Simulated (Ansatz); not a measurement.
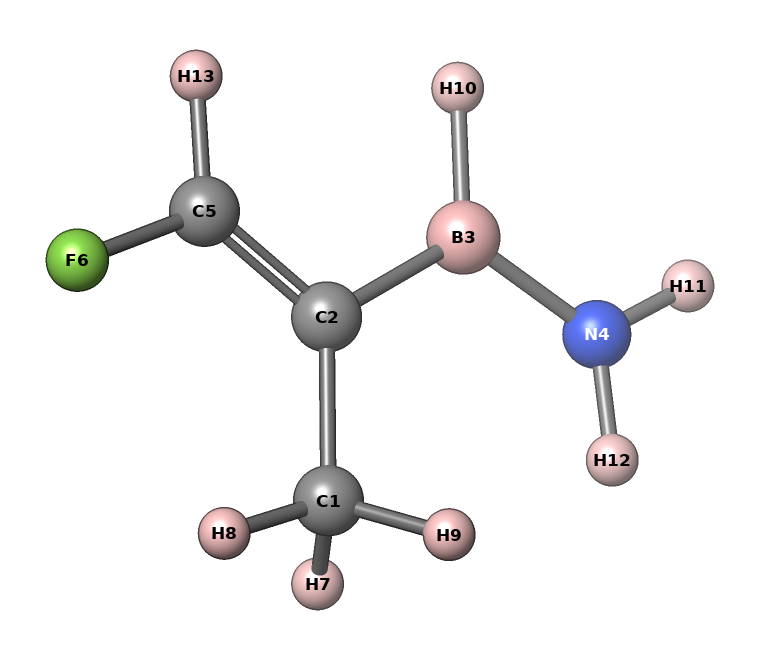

Distant atoms are faded towards the background colour. The geometry was computed by an optimisation with PBE-D4/def2-SVP. No frequency run is at hand to confirm it as a minimum.

Question: Which atoms or bonds are stereogenic?

Answer: Double bonds: C2=C5.

Question: What are the Cahn–Ingold–Prelog descriptors?

Answer: C2=C5: Z.

Question: Give a SMILES with the stereochemistry.

Answer: C/C(BN)=C\F
